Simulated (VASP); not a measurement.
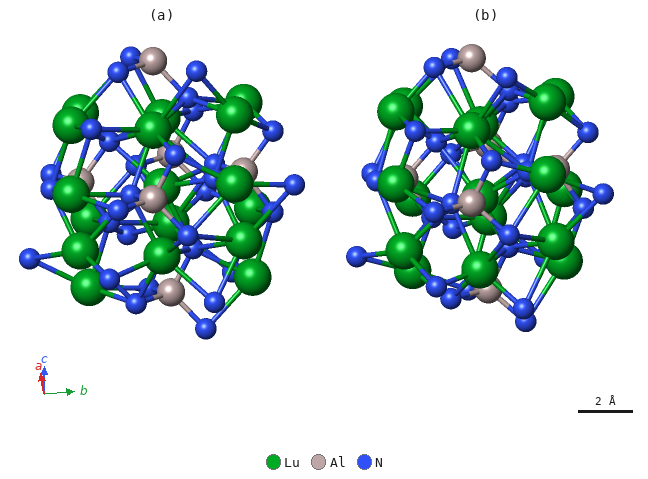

The structure of solid Lu3AlN4 (a generated structure, set up in P-42_1c) before (left) and after (right) a relaxation, at one scale.

The picture is a ball-and-stick view of the atoms within 5.8 Å of the atom that moves most (axes of the cell of the calculation), seen from a free direction.

The run lets cell and atoms move.

All numbers below come from Kohn-Sham DFT of a periodic cell, PBE, VASP PAW PBE potentials, recommended in VASP 6.6.1.

Input
```
ALGO = Fast
EDIFF = 1E-4
EDIFFG = -0.08
ENCUT = 520
GGA = PE
IBRION = 2
ISIF = 3
ISMEAR = 0
LASPH = True
LCHARG = False
LREAL = Auto
LWAVE = False
NELM = 60
NSW = 24
PREC = Normal
SIGMA = 0.15
```

Command:
```bash
cat potpaw_PBE.64/Lu/POTCAR potpaw_PBE.64/Al/POTCAR potpaw_PBE.64/N/POTCAR > POTCAR
mpirun -np 4 vasp_std > vasp.out
```

### Summarise the run.

The relaxation stopped without meeting its thresholds, so the last structure isn't shown to be converged. After 23 geometry steps the energy has fallen by 5.701 eV per cell of the calculation. The largest force component goes from 1.1 to 1.1 eV/Å. The pressure goes from −18.53 to −3.45 GPa. The largest moves relative to the cell, 0.60 Å, are those of Lu atoms. By element the largest moves are Lu 0.60 Å, N 0.28 Å. Al stays in place. The volume changes by −9.9 %, with a = b 6.200 → 5.746 Å (−7.3 %), c 6.330 → 6.642 Å (+4.9 %). Among the contacts that change: Lu–N 2.662 → 2.209 Å, Lu–N 3.045 → 2.683 Å, Lu–N 2.590 → 2.858 Å, Lu–Lu 3.165 → 3.321 Å. Bond angles that change, for instance: N–Lu–N 107.4° → 82.9°, N–Lu–N 151.0° → 173.7°, N–Lu–N 124.9° → 104.4°. The space group stays P-42_1c (No. 114). At step 1 the optimiser overshot: the energy rose above the start, and later steps came back.
